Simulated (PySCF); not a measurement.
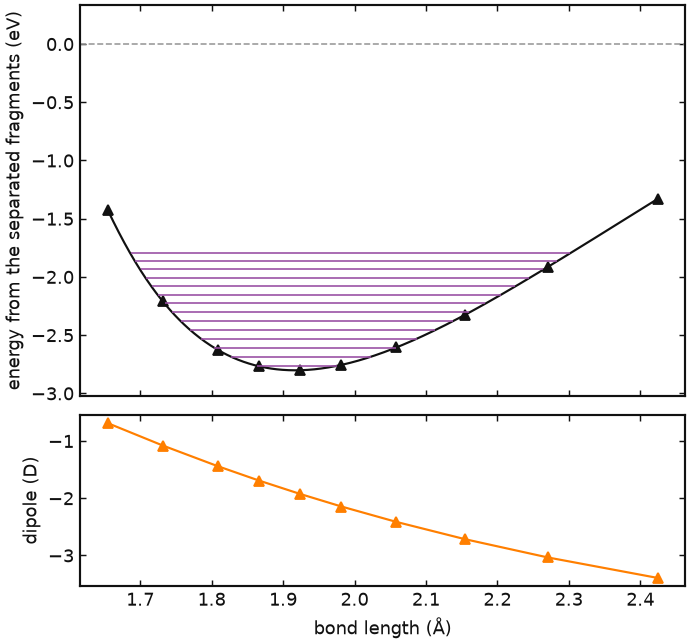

Bond curve of a diatomic species. PBE0, Gaussian basis in PySCF, UKS. One reference determinant with the occupation held, the lowest that a PBE0 search over spins and occupations found; no spin-orbit coupling. Zero is the separated fragments in their ground configurations, without counterpoise. With PBE0 the solution stays closed-shell at all points drawn; such a solution can't reach the open-shell fragments at long range. 2 further points of the run are not drawn. Horizontal lines: vibrational levels from ωe and ωexe, starting at v = 0. The dipole is positive if the first atom is negative.

> Which species is it?
A. KH, singlet
B. ClF⁻, doublet
C. IF, singlet
D. CH⁺, singlet

Option C, IF, singlet. A fit to the curve gives re = 1.917 Å, ωe = 638 cm⁻¹, ωexe = 2.7 cm⁻¹, De = 2.80 eV (PBE0/cc-pVTZ(-PP) (ECP)).

Caveats: spin-orbit coupling is left out; it can lower the fragment I more than the molecule, and De with it.
